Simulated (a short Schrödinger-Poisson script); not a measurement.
Stack: gated Al0.4Ga0.6N/GaN polarisation-induced gas, at 300 K.

| layer | material | thickness (nm) | Na (cm⁻³) |
|---|---|---|---|
| 1 | Al0.4Ga0.6N | 30 | - |
| 2 | GaN | 6000 | 7e15 |

Constants are typed, rounded textbook-type inputs, not results; the design itself was drawn at random and stands for no fabricated device. Al0.4Ga0.6N: permittivity 9.26, conduction-band edge (eV) 0.58, gap (eV) 4.258, electron mass (mₑ) 0.248, Nv at 300 K (cm⁻³) 4.6e19. GaN: permittivity 9.5, conduction-band edge (eV) 0, gap (eV) 3.43, Nv at 300 K (cm⁻³) 4.6e19.

Channel valleys (confinement mass, in-plane density-of-states mass, number): Γ 0.2, 0.2, 1. At the gate the conduction-band edge of layer 1 lies 1.36 eV − eVg above the Fermi level of the channel; the field vanishes at the back. Sheet of polarisation charge: +2e13 e/cm² at 30 nm from the gate. The barrier under the gate holds no holes. Gaps are held at their typed values at every temperature. Mesh 0.08 nm at interfaces.

From a short Schrödinger-Poisson script (our own, NumPy): 1D Poisson equation in equilibrium, electrons quantum, Hartree (BenDaniel-Duke, 40 states a valley, the channel's in-plane mass for all, wave functions free to enter the barrier), parabolic valleys, classical holes, full ionisation, no traps, pinning or gate leakage.

Only gate voltages with over 1e8 electrons/cm² are shown.

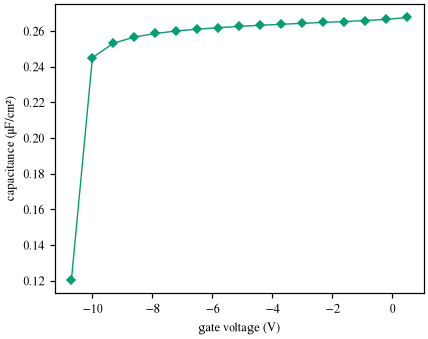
Fig. 1. Quasi-static capacitance against gate voltage

```
Vg (V)  electrons (cm⁻²)  in the channel layer  C (μF/cm²)  Γ E0 (meV)  Γ E1 (meV)
------  ----------------  --------------------  ----------  ----------  ----------
0.5              1.81e13               1.64e13       0.268      -188.4       -12.0
-0.2             1.70e13               1.55e13       0.267      -177.3        -7.8
-0.9             1.58e13               1.46e13       0.266      -166.0        -3.7
-1.6             1.47e13               1.36e13       0.265      -154.5         0.5
-2.3             1.35e13               1.26e13       0.265      -142.9         4.7
-3               1.23e13               1.16e13       0.264      -131.1         8.9
-3.7             1.12e13               1.06e13       0.264      -119.1        13.3
-4.4             1.00e13               9.59e12       0.263      -107.0        17.7
-5.1             8.89e12               8.54e12       0.263       -94.7        22.4
-5.8             7.74e12               7.48e12       0.262       -82.2        27.2
-6.5             6.60e12               6.41e12       0.261       -69.2        32.3
-7.2             5.46e12               5.33e12       0.260       -55.8        37.7
-7.9             4.33e12               4.24e12       0.259       -41.6        43.7
-8.6             3.20e12               3.15e12       0.257       -26.0        50.8
-9.3             2.09e12               2.07e12       0.253        -7.4        60.0
-10              9.97e11               9.90e11       0.245        18.9        75.7
-10.7            3.55e10               3.54e10       0.120       111.7       155.9
```

Subbands count from the Fermi level.
